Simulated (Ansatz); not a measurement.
## Run report: ZrHClOF$_{2}$, geometry relaxation

The run: geometry relaxation of ZrHClOF$_{2}$. Method and program: RHF/def2-SVP (Ansatz 0.2.0).

It belongs to a series of runs on one base structure; here: start relaxed.

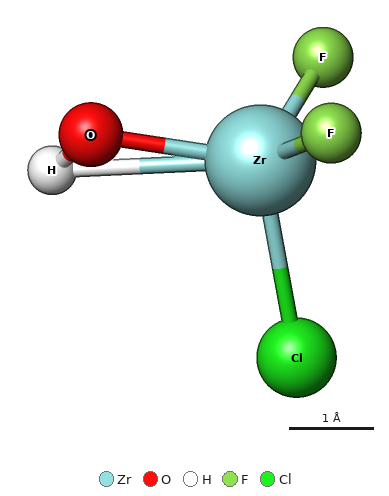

Figure 1. The starting structure (ball-and-stick view, seen at a tilt). Sticks mark near contacts. Bond lengths as drawn: Cl–Zr 2.52 Å, F–Zr 1.98 Å, H–O 1.01 Å, H–Zr 2.59 Å and O–Zr 2.07 Å.

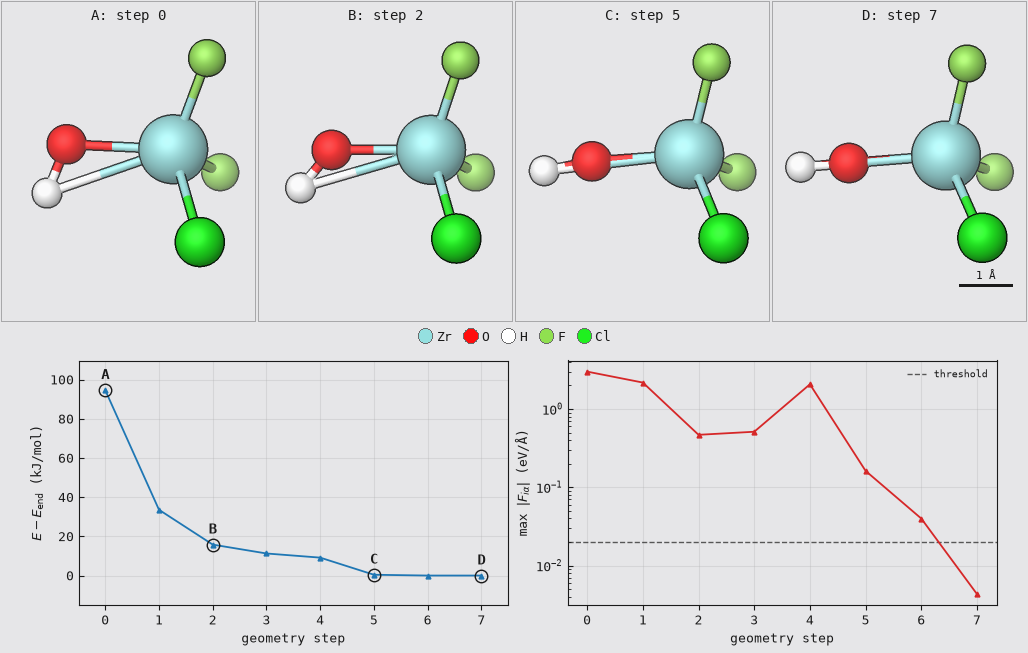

Figure 2. Frames of the relaxation (ball-and-stick view, seen at a tilt) above the curves, on which the letters mark them (the first geometry is step 0 here and step 1 in the log).

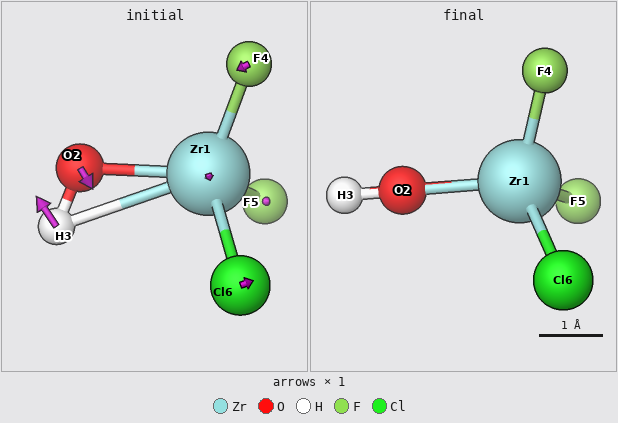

Figure 3. Before (left) and after (right) the relaxation, at one scale (ball-and-stick view, seen at a tilt). The pink arrows give the displacements, at true length. H3 moves most after the best rigid fit: 0.60 Å. Largest moves by element: H 0.60 Å, O 0.42 Å, F 0.24 Å, Cl 0.24 Å, Zr 0.13 Å. Distances before and after: Zr1–H3 2.589 → 2.836 Å, Zr1–O2 2.070 → 1.895 Å, Zr1–Cl6 2.518 → 2.388 Å, Zr1–F4 1.980 → 1.904 Å. Among the angles that change: Zr1–O2–H3 109.5° → 179.4°, Zr1–H3–O2 48.9° → 0.4°, O2–Zr1–H3 21.6° → 0.2°. The energy falls by 94.6 kJ/mol in 7 geometry steps. Largest force component: 3 eV/Å at the start, 0.0043 eV/Å at the end. (Atoms are counted from 1 in the order of the input.)

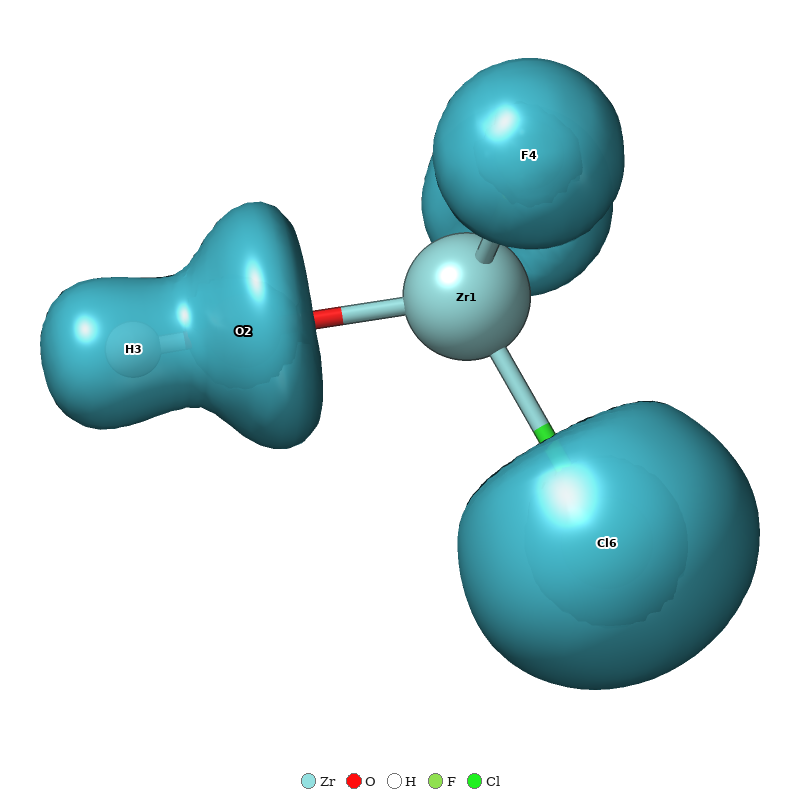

Figure 4. Isosurface of the electron localisation function at 0.75 (cyan), seen face on. Core shells and regions of very low density are left out. Values along the shortest contacts: Zr–O (1.89 Å): the ELF peaks at about 0.80 in the valence shell of O, 0.5 Å from its nucleus, and drops to about 0.20 between the two atoms. Zr–F (1.90 Å): the ELF peaks at about 0.85 in the valence shell of F, 0.5 Å from its nucleus, and drops to about 0.20 between the two atoms.

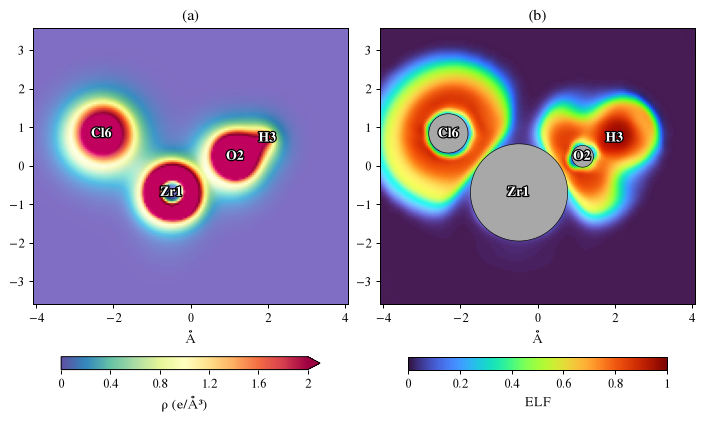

Figure 5. (a) total electron density; (b) electron localisation function on the plane of atoms O2, Zr1 and Cl6. Grey discs, where drawn, cover atomic cores.

These pictures come from the run below.

Input file
```yaml
crystal:
  periodic: [false, false, false]
  atoms:
    - { symbol: Zr, position_ang: [0.0, 0.0, 0.0] }
    - { symbol: O, position_ang: [0.0, 0.0, 2.07] }
    - { symbol: H, position_ang: [-0.9095, -0.2814, 2.4071] }
    - { symbol: F, position_ang: [1.8671, 0.0, -0.6593] }
    - { symbol: F, position_ang: [-0.9326, 1.6157, -0.6593] }
    - { symbol: Cl, position_ang: [-1.1869, -2.0563, -0.8392] }
basis:
  gaussian: { orbitals: def2-SVP }
hamiltonian:
  xc: hf
relax:
  f_tol: 0.02
  max_steps: 40
output:
  orbitals: {}
```

Command:
```bash
ansatz run input.yaml --threads 1 --pin off --max-ram 2048MiB --backend cpu --events-out ev --progress --plain --runs-dir out
```

Log
```
The last accepted step is kept in [file] (removed where the run ends without a failure and the disk answers)
Engine: ansatz 0.2.0, aarch64-unknown-linux-gnu
Functional definition: HF
  exchange = exact_x
  correlation = 0
994 factors; integrals over basis functions are off by at most 2.4e-4 eV
mean field evaluation 1: about -21225.1081 eV, gradient 5.9e1 eV
mean field evaluation 2: about -21225.1815 eV, gradient 6.0e1 eV
mean field evaluation 4: about -21232.3351 eV, gradient 2.5e0 eV
mean field evaluation 8: about -21232.3892 eV, gradient 1.1e-1 eV
mean field -21232.38928483 eV, -780.2759143870 hartree, gradient 6.6e-5 eV, S^2 0.000000; 0 other end points of the search recorded, 0 dependent functions left out
the calculation of the forces begins
reference -21232.38928483 eV, -780.2759143870 hartree; 28, 28 occupied and 68, 68 virtual orbitals, 994 factors
relax step   1: F+E_penalty+E_count = -21232.38928483 eV  Δ(F+E_penalty+E_count) = +0.000e0 eV  max|allowed force component| = 3.000e0 eV/Å  Δτ_max = 0.0000 Å  (39 SCF iters, accepted)
these checks for a lower state are left out or cut short: starts, cluster_reference, orbital_swaps, neighbouring_geometries, increment
994 factors; integrals over basis functions are off by at most 3.6e-4 eV
mean field evaluation 16: about -21233.0220 eV, gradient 7.7e-3 eV
mean field -21233.02201219 eV, -780.2991666887 hartree, gradient 9.1e-6 eV, S^2 0.000000; 0 other end points of the search recorded, 0 dependent functions left out
the calculation of the forces begins
reference -21233.02201219 eV, -780.2991666887 hartree; 28, 28 occupied and 68, 68 virtual orbitals, 994 factors
relax step   2: F+E_penalty+E_count = -21233.02201219 eV  Δ(F+E_penalty+E_count) = -6.327e-1 eV  max|allowed force component| = 2.175e0 eV/Å  Δτ_max = 0.1949 Å  (37 SCF iters, accepted)
these checks for a lower state are left out or cut short: starts, cluster_reference, orbital_swaps, neighbouring_geometries, increment
994 factors; integrals over basis functions are off by at most 3.4e-4 eV
mean field -21233.20628750 eV, -780.3059386816 hartree, gradient 1.2e-5 eV, S^2 0.000000; 0 other end points of the search recorded, 0 dependent functions left out
the calculation of the forces begins
reference -21233.20628750 eV, -780.3059386816 hartree; 28, 28 occupied and 68, 68 virtual orbitals, 994 factors
relax step   3: F+E_penalty+E_count = -21233.20628750 eV  Δ(F+E_penalty+E_count) = -1.843e-1 eV  max|allowed force component| = 4.677e-1 eV/Å  Δτ_max = 0.0817 Å  (38 SCF iters, accepted)
these checks for a lower state are left out or cut short: starts, cluster_reference, orbital_swaps, neighbouring_geometries, increment
994 factors; integrals over basis functions are off by at most 3.6e-4 eV
mean field evaluation 32: about -21233.0688 eV, gradient 7.9e-2 eV
mean field -21233.25325234 eV, -780.3076646075 hartree, gradient 1.2e-5 eV, S^2 0.000000; 0 other end points of the search recorded, 0 dependent functions left out
the calculation of the forces begins
reference -21233.25325234 eV, -780.3076646075 hartree; 28, 28 occupied and 68, 68 virtual orbitals, 994 factors
relax step   4: F+E_penalty+E_count = -21233.25325234 eV  Δ(F+E_penalty+E_count) = -4.696e-2 eV  max|allowed force component| = 5.119e-1 eV/Å  Δτ_max = 0.0931 Å  (38 SCF iters, accepted)
these checks for a lower state are left out or cut short: starts, cluster_reference, orbital_swaps, neighbouring_geometries, increment
994 factors; integrals over basis functions are off by at most 4.1e-4 eV
mean field -21233.27520655 eV, -780.3084714098 hartree, gradient 1.3e-5 eV, S^2 0.000000; 0 other end points of the search recorded, 0 dependent functions left out
the calculation of the forces begins
reference -21233.27520655 eV, -780.3084714098 hartree; 28, 28 occupied and 68, 68 virtual orbitals, 994 factors
relax step   5: F+E_penalty+E_count = -21233.27520655 eV  Δ(F+E_penalty+E_count) = -2.195e-2 eV  max|allowed force component| = 2.067e0 eV/Å  Δτ_max = 0.1971 Å  (37 SCF iters, accepted)
these checks for a lower state are left out or cut short: starts, cluster_reference, orbital_swaps, neighbouring_geometries, increment
994 factors; integrals over basis functions are off by at most 4.2e-4 eV
mean field -21233.36581717 eV, -780.3118012888 hartree, gradient 1.2e-5 eV, S^2 0.000000; 0 other end points of the search recorded, 0 dependent functions left out
the calculation of the forces begins
reference -21233.36581717 eV, -780.3118012888 hartree; 28, 28 occupied and 68, 68 virtual orbitals, 994 factors
relax step   6: F+E_penalty+E_count = -21233.36581717 eV  Δ(F+E_penalty+E_count) = -9.061e-2 eV  max|allowed force component| = 1.618e-1 eV/Å  Δτ_max = 0.1453 Å  (37 SCF iters, accepted)
these checks for a lower state are left out or cut short: starts, cluster_reference, orbital_swaps, neighbouring_geometries, increment
994 factors; integrals over basis functions are off by at most 4.3e-4 eV
mean field evaluation 64: about -21233.3700 eV, gradient 2.2e-4 eV
mean field -21233.36999581 eV, -780.3119548510 hartree, gradient 1.2e-5 eV, S^2 0.000000; 0 other end points of the search recorded, 0 dependent functions left out
the calculation of the forces begins
reference -21233.36999581 eV, -780.3119548510 hartree; 28, 28 occupied and 68, 68 virtual orbitals, 994 factors
relax step   7: F+E_penalty+E_count = -21233.36999581 eV  Δ(F+E_penalty+E_count) = -4.179e-3 eV  max|allowed force component| = 3.981e-2 eV/Å  Δτ_max = 0.0627 Å  (38 SCF iters, accepted)
these checks for a lower state are left out or cut short: starts, cluster_reference, orbital_swaps, neighbouring_geometries, increment
994 factors; integrals over basis functions are off by at most 4.3e-4 eV
mean field -21233.37005063 eV, -780.3119568654 hartree, gradient 1.3e-5 eV, S^2 0.000000; 0 other end points of the search recorded, 0 dependent functions left out
the calculation of the forces begins
reference -21233.37005063 eV, -780.3119568654 hartree; 28, 28 occupied and 68, 68 virtual orbitals, 994 factors
relax step   8: F+E_penalty+E_count = -21233.37005063 eV  Δ(F+E_penalty+E_count) = -5.481e-5 eV  max|allowed force component| = 4.316e-3 eV/Å  Δτ_max = 0.0047 Å  (38 SCF iters, accepted)
994 factors; integrals over basis functions are off by at most 4.3e-4 eV
mean field evaluation 96: about -21233.3701 eV, gradient 9.3e-5 eV
mean field -21233.37005063 eV, -780.3119568654 hartree, gradient 1.3e-5 eV, S^2 0.000000; 1 other end points of the search recorded, 0 dependent functions left out
the calculation of the forces begins
reference -21233.37005063 eV, -780.3119568654 hartree; 28, 28 occupied and 68, 68 virtual orbitals, 994 factors
Total energy: -21233.37005063 eV, -780.3119568654 hartree
Atom 0 at    -0.104086    -0.052371    -0.043781 Å, force     0.002138     0.002745    -0.003215 eV/Å
Atom 1 at    -0.344484    -0.093176     1.835416 Å, force    -0.000725    -0.000175     0.001587 eV/Å
Atom 2 at    -0.469819    -0.121784     2.768162 Å, force     0.000171    -0.000277     0.001804 eV/Å
Atom 3 at     1.757723    -0.018349    -0.439020 Å, force    -0.004316     0.000777    -0.000101 eV/Å
Atom 4 at    -0.893991     1.531666    -0.744130 Å, force     0.002677    -0.003114     0.000220 eV/Å
Atom 5 at    -1.107242    -1.967987    -1.057347 Å, force     0.000055     0.000044    -0.000296 eV/Å
Dipole moment:    -0.052065     0.039684     0.650351 e Å
```

Trajectory as extended XYZ (Å, eV, eV/Å), 8 frames, from step=1 to step=8
```
6
Properties=species:S:1:pos:R:3:forces:R:3 step=1 energy=-21232.38929
Zr    0.0000    0.0000    0.0000    0.6978   0.3827   0.6896
O     0.0000    0.0000    2.0700   -3.0003  -0.9376  -2.5106
H    -0.9095   -0.2814    2.4071    2.6920   0.8372  -0.4376
F     1.8671    0.0000   -0.6593   -2.2389   0.0305   0.8065
F    -0.9326    1.6157   -0.6593    1.0217  -1.8705   0.7743
Cl   -1.1869   -2.0563   -0.8392    0.8277   1.5577   0.6778
6
Properties=species:S:1:pos:R:3:forces:R:3 step=2 energy=-21233.02201
Zr   -0.0009   -0.0322   -0.0024    0.6219   0.9041  -0.1239
O    -0.0634   -0.0353    1.8962   -2.1746  -0.6558   1.7868
H    -0.8677   -0.2677    2.4204    1.9371   0.5703  -0.6966
F     1.7779   -0.0014   -0.6152    0.7823  -0.0026  -0.2073
F    -0.8960    1.5098   -0.6204   -0.3485   0.5238  -0.2166
Cl   -1.1118   -1.8952   -0.7594   -0.8182  -1.3397  -0.5424
6
Properties=species:S:1:pos:R:3:forces:R:3 step=3 energy=-21233.20629
Zr   -0.0019   -0.0244   -0.0216    0.1680   0.1694   0.2890
O    -0.0896   -0.0500    1.9060   -0.4677  -0.1246  -0.3908
H    -0.8205   -0.2436    2.4798    0.3299   0.0942   0.2280
F     1.8129    0.0125   -0.5867    0.0538  -0.0035  -0.0097
F    -0.9106    1.5258   -0.6458   -0.0043   0.0173  -0.0218
Cl   -1.1522   -1.9423   -0.8124   -0.0796  -0.1528  -0.0948
6
Properties=species:S:1:pos:R:3:forces:R:3 step=4 energy=-21233.25325
Zr   -0.0156   -0.0274   -0.0277    0.0773  -0.0277   0.1914
O    -0.1169   -0.0529    1.8933   -0.5119  -0.1358  -0.2551
H    -0.7753   -0.2199    2.5577    0.3994   0.1099   0.0294
F     1.8106    0.0074   -0.5661   -0.0538   0.0034   0.0150
F    -0.9129    1.5252   -0.6662    0.0319  -0.0236   0.0029
Cl   -1.1518   -1.9545   -0.8718    0.0571   0.0737   0.0164
6
Properties=species:S:1:pos:R:3:forces:R:3 step=5 energy=-21233.27521
Zr   -0.0473   -0.0372   -0.0467    0.0074  -0.1401   0.0000
O    -0.2061   -0.0775    1.8477   -1.3123  -0.2547   2.0122
H    -0.6682   -0.1710    2.7159    1.2682   0.2572  -2.0672
F     1.7968    0.0017   -0.5293   -0.0769  -0.0008   0.0181
F    -0.9018    1.5318   -0.7041    0.0185  -0.0129  -0.0075
Cl   -1.1352   -1.9698   -0.9641    0.0950   0.1513   0.0445
6
Properties=species:S:1:pos:R:3:forces:R:3 step=6 energy=-21233.36582
Zr   -0.0785   -0.0469   -0.0460   -0.0773   0.0464   0.0581
O    -0.3121   -0.0837    1.8363   -0.0585  -0.0339   0.0943
H    -0.5296   -0.1482    2.7532    0.0843   0.0315  -0.1618
F     1.7787   -0.0083   -0.4698   -0.0302  -0.0074   0.0102
F    -0.8985    1.5283   -0.7363    0.0492  -0.0478   0.0099
Cl   -1.1218   -1.9632   -1.0180    0.0326   0.0113  -0.0107
6
Properties=species:S:1:pos:R:3:forces:R:3 step=7 energy=-21233.37000
Zr   -0.1022   -0.0522   -0.0434    0.0101   0.0208  -0.0176
O    -0.3418   -0.0926    1.8355   -0.0087  -0.0032   0.0398
H    -0.4744   -0.1223    2.7677    0.0077   0.0012  -0.0253
F     1.7595   -0.0194   -0.4417   -0.0151   0.0027   0.0038
F    -0.8958    1.5309   -0.7429    0.0106  -0.0108   0.0038
Cl   -1.1071   -1.9664   -1.0558   -0.0045  -0.0109  -0.0045
6
Properties=species:S:1:pos:R:3:forces:R:3 step=8 energy=-21233.37005
Zr   -0.1041   -0.0524   -0.0438    0.0021   0.0027  -0.0032
O    -0.3445   -0.0932    1.8354   -0.0007  -0.0002   0.0016
H    -0.4698   -0.1218    2.7682    0.0002  -0.0003   0.0018
F     1.7577   -0.0183   -0.4390   -0.0043   0.0008  -0.0001
F    -0.8940    1.5317   -0.7441    0.0027  -0.0031   0.0002
Cl   -1.1072   -1.9680   -1.0573    0.0001   0.0000  -0.0003
```

Key numbers

| quantity | value |
| --- | --- |
| outcome | converged |
| total energy | −21233.3701 eV |
| mean-field energy | −21233.3701 eV |
| largest force (length of the vector) at the end | 0.005 eV/Å |
| hardware | 1 thread of Arm Neoverse V2, 24 GiB of memory available, shared host |
| wall time | 22 s |
| peak memory | 0.18 GiB |
